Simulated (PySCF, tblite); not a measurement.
# C3H6FNS: dynamics, then NMR shifts on frames, part 2 of 2

tblite 0.8.0 and PySCF 2.14.0. Atoms count from 0. Earlier steps stand in the parts before.

## 5. NMR shieldings: 625 fs, PBE0/pcSseg-1

Job settings and geometry (Å):

```
{"job": {"kind": "nmr", "xc": "PBE0", "basis": "pcSseg-1", "pop": false}, "charge": 0, "multiplicity": 1}
N      1.148600     0.388400     0.710400
C      0.479700    -0.791300     0.942100
S      1.092100    -1.926800     1.988400
C     -0.789900    -1.020700     0.194200
C     -1.680300     0.179000     0.458700
F     -1.301100     1.235000    -0.293300
H      0.742700     1.122200     0.101500
H      2.051000     0.509400     1.170800
H     -1.318900    -1.876200     0.591000
H     -0.719000    -1.062000    -0.892800
H     -2.701200    -0.056700     0.186400
H     -1.662200     0.470800     1.513200
```

Method: GIAO PBE0/pcSseg-1 NMR shielding, non-relativistic, gas phase.

Output:

```text
coarse grid: 10752 points
cycle   1  E = -670.1147410625  dE =  7.525e-01  |g| = 5.441e-01  |ddm| = 3.094e+00
cycle   2  E = -669.9876417631  dE =  1.271e-01  |g| = 9.107e-01  |ddm| = 1.552e+00
cycle   3  E = -670.1786342888  dE = -1.910e-01  |g| = 1.878e-01  |ddm| = 1.117e+00
cycle   4  E = -670.1866277118  dE = -7.993e-03  |g| = 5.136e-02  |ddm| = 2.240e-01
cycle   5  E = -670.1872171428  dE = -5.894e-04  |g| = 1.638e-02  |ddm| = 6.913e-02
cycle   6  E = -670.1872792645  dE = -6.212e-05  |g| = 3.480e-03  |ddm| = 1.914e-02
cycle   7  E = -670.1872813778  dE = -2.113e-06  |g| = 1.536e-03  |ddm| = 3.607e-03
final grid: 100200 points
cycle   8  E = -670.2291378453  dE = -2.884e-05  |g| = 9.596e-03  |ddm| = 2.406e-02
cycle   9  E = -670.2290770375  dE =  6.081e-05  |g| = 1.766e-02  |ddm| = 2.787e-02
cycle  10  E = -670.2291606539  dE = -8.362e-05  |g| = 1.726e-03  |ddm| = 2.088e-02
cycle  11  E = -670.2291614521  dE = -7.981e-07  |g| = 3.151e-04  |ddm| = 1.996e-03
cycle  12  E = -670.2291614681  dE = -1.609e-08  |g| = 1.261e-04  |ddm| = 2.925e-04
cycle  13  E = -670.2291614706  dE = -2.463e-09  |g| = 4.069e-05  |ddm| = 9.933e-05
cycle  14  E = -670.2291614710  dE = -3.839e-10  |g| = 9.308e-06  |ddm| = 4.734e-05
converged SCF energy = -670.2291614710

GIAO shielding tensors (ppm)
atom      isotropic    diamagn.    paramagn.     s11        s22        s33       span
  0 N      107.660     322.912    -215.251    -19.130    139.786    202.325    221.454
  1 C      -35.894     252.507    -288.401   -200.978    -30.210    123.505    324.483
  2 S       78.994    1055.459    -976.465   -306.951     60.254    483.679    790.629
  3 C      138.906     247.623    -108.717    118.825    142.255    155.637     36.813
  4 C      103.540     241.309    -137.769     68.879     87.089    154.651     85.771
  5 F      422.766     475.634     -52.868    370.398    427.632    470.268     99.870
  6 H       23.785      31.945      -8.160     17.153     24.870     29.333     12.180
  7 H       24.457      30.827      -6.370     21.087     21.848     30.436      9.349
  8 H       29.060      29.712      -0.653     24.153     30.374     32.652      8.500
  9 H       28.494      29.531      -1.037     25.846     27.128     32.508      6.663
 10 H       27.239      27.875      -0.636     22.130     27.869     31.717      9.586
 11 H       27.195      28.269      -1.074     23.370     27.364     30.851      7.482
```

It took 20 s on 1 thread of Arm Neoverse N1, shared host; peak memory 0.73 GiB.

This run: δ C1 222.8, C4 83.4, C3 48.0, N0 160.1, H6 7.93, H7 7.26 ppm.

## 6. Nuclear shieldings: 800 fs, PBE0/pcSseg-1

Job settings and geometry (Å):

```
{"job": {"kind": "nmr", "xc": "PBE0", "basis": "pcSseg-1", "pop": false}, "charge": 0, "multiplicity": 1}
N      1.045100     0.543700     0.450200
C      0.555200    -0.649200     0.712400
S      1.296000    -1.647600     1.727400
C     -0.770600    -1.085200     0.044600
C     -1.916500    -0.046800     0.341800
F     -1.562900     1.113000    -0.354200
H      0.538200     1.090900    -0.223500
H      1.947200     0.736600     0.845900
H     -1.096700    -2.058900     0.404600
H     -0.670300    -1.185700    -1.014600
H     -2.850900    -0.412100    -0.006500
H     -1.920300     0.267700     1.392900
```

With the program's defaults for keys left out, this is: GIAO PBE0/pcSseg-1 NMR shielding, non-relativistic, gas phase.

Output:

```text
coarse grid: 10752 points
cycle   1  E = -670.1125503810  dE =  7.774e-01  |g| = 5.478e-01  |ddm| = 3.105e+00
cycle   2  E = -670.0282559180  dE =  8.429e-02  |g| = 8.435e-01  |ddm| = 1.453e+00
cycle   3  E = -670.1775009363  dE = -1.492e-01  |g| = 1.502e-01  |ddm| = 9.608e-01
cycle   4  E = -670.1823421302  dE = -4.841e-03  |g| = 5.140e-02  |ddm| = 1.904e-01
cycle   5  E = -670.1829607346  dE = -6.186e-04  |g| = 1.591e-02  |ddm| = 7.130e-02
cycle   6  E = -670.1830189259  dE = -5.819e-05  |g| = 2.453e-03  |ddm| = 1.893e-02
cycle   7  E = -670.1830198810  dE = -9.551e-07  |g| = 9.218e-04  |ddm| = 2.496e-03
final grid: 100200 points
cycle   8  E = -670.2256019890  dE = -2.856e-05  |g| = 1.014e-02  |ddm| = 2.389e-02
cycle   9  E = -670.2255519416  dE =  5.005e-05  |g| = 1.712e-02  |ddm| = 2.669e-02
cycle  10  E = -670.2256262107  dE = -7.427e-05  |g| = 1.847e-03  |ddm| = 1.974e-02
cycle  11  E = -670.2256271232  dE = -9.124e-07  |g| = 3.778e-04  |ddm| = 2.226e-03
cycle  12  E = -670.2256271464  dE = -2.328e-08  |g| = 1.282e-04  |ddm| = 2.811e-04
cycle  13  E = -670.2256271485  dE = -2.022e-09  |g| = 3.741e-05  |ddm| = 8.770e-05
cycle  14  E = -670.2256271488  dE = -3.263e-10  |g| = 6.063e-06  |ddm| = 5.236e-05
converged SCF energy = -670.2256271488

GIAO shielding tensors (ppm)
atom      isotropic    diamagn.    paramagn.     s11        s22        s33       span
  0 N      119.878     323.369    -203.491      2.338    146.157    211.140    208.802
  1 C      -19.861     252.447    -272.308   -174.872    -16.889    132.177    307.049
  2 S      165.358    1056.539    -891.182   -182.892    157.847    521.117    704.009
  3 C      133.962     248.039    -114.077    106.079    138.316    157.492     51.413
  4 C       95.906     243.024    -147.118     56.812     77.484    153.423     96.611
  5 F      417.517     476.466     -58.948    372.146    420.581    459.826     87.680
  6 H       24.777      33.250      -8.473     17.796     25.754     30.782     12.986
  7 H       24.514      31.722      -7.208     21.013     22.088     30.441      9.428
  8 H       29.059      29.850      -0.791     24.509     30.125     32.542      8.033
  9 H       29.060      30.693      -1.633     26.845     27.650     32.685      5.840
 10 H       27.205      28.179      -0.975     22.772     27.716     31.126      8.355
 11 H       26.500      28.129      -1.630     22.649     26.372     30.479      7.830
```

Run time: 20 s. Hardware: 1 thread of Arm Neoverse N1, shared host; peak memory 0.73 GiB.

This run: δ C1 206.8, C4 91.0, C3 53.0, N0 147.9, H7 7.20, H6 6.94 ppm.

## 7. Shielding tensors: 1000 fs, PBE0/pcSseg-1

Job settings and geometry (Å):

```
{"job": {"kind": "nmr", "xc": "PBE0", "basis": "pcSseg-1", "pop": false}, "charge": 0, "multiplicity": 1}
N      0.833300     0.541000     0.815100
C      0.638200    -0.790200     0.815800
S      1.679900    -1.856000     1.457200
C     -0.639700    -1.237000     0.213000
C     -1.851500    -0.383000     0.575500
F     -1.776300     0.881200    -0.032600
H      0.106900     1.157400     0.499900
H      1.724300     0.903700     1.094000
H     -0.859200    -2.208800     0.626800
H     -0.425900    -1.262900    -0.840600
H     -2.794500    -0.874700     0.194100
H     -1.889400    -0.227900     1.664700
```

Level: GIAO PBE0/pcSseg-1 NMR shielding, non-relativistic, gas phase.

Output:

```text
coarse grid: 10752 points
cycle   1  E = -670.1189554308  dE =  7.857e-01  |g| = 5.498e-01  |ddm| = 3.112e+00
cycle   2  E = -670.0308150290  dE =  8.814e-02  |g| = 8.553e-01  |ddm| = 1.460e+00
cycle   3  E = -670.1837280784  dE = -1.529e-01  |g| = 1.566e-01  |ddm| = 9.865e-01
cycle   4  E = -670.1891100780  dE = -5.382e-03  |g| = 5.066e-02  |ddm| = 1.977e-01
cycle   5  E = -670.1897108599  dE = -6.008e-04  |g| = 1.674e-02  |ddm| = 7.300e-02
cycle   6  E = -670.1897749327  dE = -6.407e-05  |g| = 2.499e-03  |ddm| = 1.936e-02
cycle   7  E = -670.1897759397  dE = -1.007e-06  |g| = 9.128e-04  |ddm| = 2.462e-03
final grid: 100200 points
cycle   8  E = -670.2316327538  dE = -2.495e-05  |g| = 1.011e-02  |ddm| = 2.448e-02
cycle   9  E = -670.2315775883  dE =  5.517e-05  |g| = 1.772e-02  |ddm| = 2.733e-02
cycle  10  E = -670.2316567468  dE = -7.916e-05  |g| = 1.675e-03  |ddm| = 2.025e-02
cycle  11  E = -670.2316574940  dE = -7.472e-07  |g| = 3.733e-04  |ddm| = 2.110e-03
cycle  12  E = -670.2316575162  dE = -2.216e-08  |g| = 1.211e-04  |ddm| = 2.670e-04
cycle  13  E = -670.2316575180  dE = -1.823e-09  |g| = 3.714e-05  |ddm| = 8.846e-05
cycle  14  E = -670.2316575183  dE = -3.329e-10  |g| = 4.674e-06  |ddm| = 5.214e-05
converged SCF energy = -670.2316575183

GIAO shielding tensors (ppm)
atom      isotropic    diamagn.    paramagn.     s11        s22        s33       span
  0 N      118.379     323.491    -205.112     -3.997    155.047    204.086    208.084
  1 C      -24.149     253.449    -277.598   -179.223    -23.057    129.834    309.057
  2 S      156.459    1056.137    -899.678   -225.898    134.415    560.860    786.758
  3 C      137.767     248.217    -110.450    112.900    141.212    159.189     46.290
  4 C       95.236     241.538    -146.302     57.080     76.112    152.516     95.436
  5 F      416.697     476.126     -59.429    376.281    420.915    452.896     76.615
  6 H       24.419      33.625      -9.206     17.088     26.411     29.757     12.669
  7 H       25.474      31.912      -6.438     21.939     22.443     32.041     10.102
  8 H       29.233      30.031      -0.798     23.851     30.628     33.219      9.368
  9 H       28.681      29.859      -1.178     26.154     27.713     32.176      6.022
 10 H       26.031      25.941       0.090     21.333     26.435     30.325      8.993
 11 H       26.552      27.752      -1.200     22.684     26.909     30.064      7.381
```

Run time: 19 s. Hardware: 1 thread of Arm Neoverse N1, shared host; peak memory 0.73 GiB.

Key values: δ C1 211.1, C4 91.7, C3 49.2, N0 149.4, H6 7.30, H7 6.24 ppm.

## 8. Side by side: NMR shifts

Shifts (ppm) of some atoms, chosen among heavy atoms and hydrogens apart, with basis size and wall time:

```csv
frame,C1,C4,H6,H8,N0,S2,F5,functions,time
250 fs,226.9,85.0,6.87,2.82,155.3,449,-255.7,139,20 s
425 fs,221.2,88.5,6.09,3.97,156.5,441,-246.0,139,20 s
625 fs,222.8,83.4,7.93,2.66,160.1,425,-251.8,139,20 s
800 fs,206.8,91.0,6.94,2.66,147.9,338,-246.6,139,20 s
1000 fs,211.1,91.7,7.30,2.48,149.4,347,-245.8,139,19 s
```

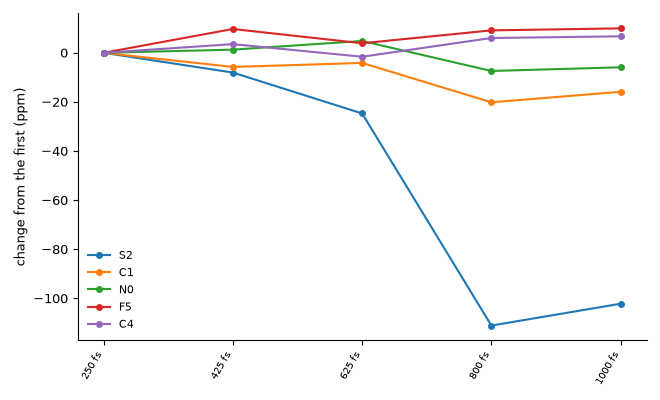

How five of the tabulated atoms move from run to run.

## 9. What came out

The summary covers parts 1 to 2.

| quantity | value |
| --- | --- |
| thermostat | 200 K |
| mean temperature, second half | 180 K |
| mean potential energy above the minimum | 0.22 eV |
| 13C shifts against TMS (PBE0/pcSseg-1, 250 fs) | 226.9, 85.0, 47.5 ppm |
| 1H shifts against TMS (PBE0/pcSseg-1, 250 fs) | 6.87, 6.45, 5.31, 4.85, 3.04, 2.82 ppm |
| 15N shifts against NH3 (PBE0/pcSseg-1, 250 fs) | 155.3 ppm |
| 33S shifts against CS2 (PBE0/pcSseg-1, 250 fs) | 449 ppm |
| 19F shifts against CFCl3 (PBE0/pcSseg-1, 250 fs) | -255.7 ppm |
| range of the shift of S2 | 338 to 449 ppm |

What this shows: In the second half the potential energy averages 0.22 eV above the minimum; equipartition over 30 harmonic modes at 200 K would give 0.26 eV. With 12 atoms the temperature swings widely (106 to 236 K). Shifts at one fixed geometry are not the observed spectrum, which averages over the motion. In the first frame run (250 fs): Shielding is most anisotropic at S2 (span 789 ppm, paramagnetic term -1002 ppm). In ppm, S2 moves most: its shift spreads over 111 ppm, from 338 (800 fs) to 449 (250 fs).
